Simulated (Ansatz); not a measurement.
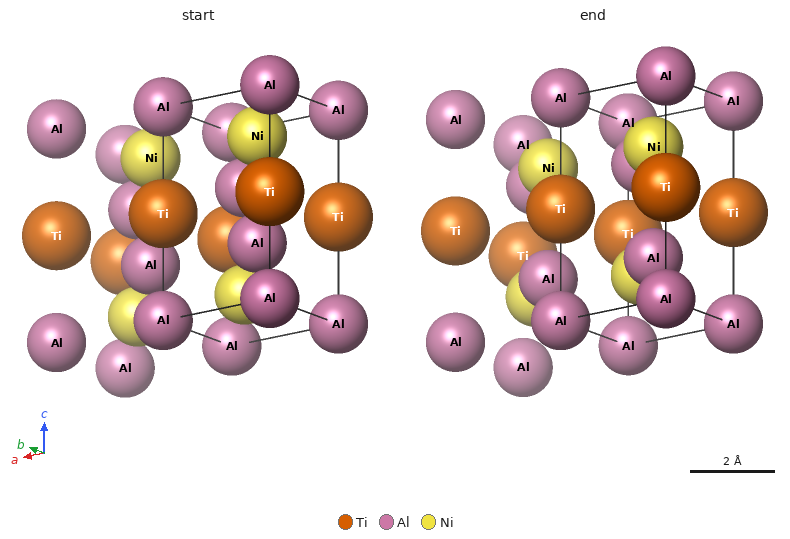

The structure of solid TiAl₃Ni₂ (a generated structure, set up in P-3m1) (coarse preliminary run) before (left) and after (right) a relaxation, at one scale.

A spheres-only model of the cell of the calculation, repeated 2 × 1 × 1 with one cell outlined, seen from a free direction.

Level of theory: Ansatz, DFT PBE, scalar-relativistic, plane waves, PAW.

Input
```yaml
crystal:
  lattice:
    - [4.24652116, 0.0, 0.0]
    - [-2.12326058, 3.6775952, 0.0]
    - [0.0, 0.0, 5.20090501]
  atoms:
    - { symbol: Ti, position: [0.0, 0.0, 0.5] }
    - { symbol: Al, position: [0.33333333, 0.66666667, 0.33333333] }
    - { symbol: Al, position: [0.66666667, 0.33333333, 0.66666667] }
    - { symbol: Al, position: [0.0, 0.0, 0.0] }
    - { symbol: Ni, position: [0.33333333, 0.66666667, 0.83333333], spin: 2.0 }
    - { symbol: Ni, position: [0.66666667, 0.33333333, 0.16666667], spin: -2.0 }
basis:
  ecutwfc: 420
kpoints:
  mp_grid: { grid: [6, 6, 4] }
hamiltonian:
  xc: pbe
scf:
  occupations: { method: gaussian, width: 0.1 }
  lower_state_search: "off"
output:
  forces: true
  stress: true
  eigenvalues: true
  populations: true
magnetization:
  spin_polarized: true
relax:
  adjacent_minimum: "off"
  f_tol: 0.04
  max_steps: 70
  cell: { stress_tol: 0.4 }
```

Launched with:
```bash
ansatz run input.yaml --threads 1 --pin off --max-ram 2560MiB --backend cpu --events-out ev --progress --plain --runs-dir out
```

### What changed between the two?

The largest moves relative to the cell, 0.43 Å, are those of Ni5 and Ni6. Ni6 goes along +c. By element the largest moves are Ni 0.43 Å, Al 0.43 Å. Ti stays in place. Cell: a = b 4.247 → 4.187 Å (−1.4 %), c 5.201 → 5.423 Å (+4.3 %). Volume +1.3 %. Near-neighbour distances that change, for instance: Ti1–Ni5 3.003 → 2.780 Å, Al2–Ni6 2.600 → 2.417 Å, Al4–Ni5 2.600 → 2.763 Å, Ti1–Al2 2.600 → 2.759 Å. The space group stays P-3m1 (No. 164). Over 5 accepted moves (6 points after the start) the energy falls by 0.806 eV per cell of the calculation. Largest force component: 1.2 eV/Å at the start, 0.019 eV/Å at the end. The pressure goes from 0.35 to −0.04 GPa. At 1 point the geometry stayed and the basis and grid were re-selected for the new cell (energy shift of 0.8 meV per cell of the calculation at most each time). The program noted that the starting moments weren't kept. The run took 94 s on 1 thread of Intel(R) Xeon(R) Platinum 8488C (Sapphire Rapids), on a shared host, peak memory 0.48 GiB.
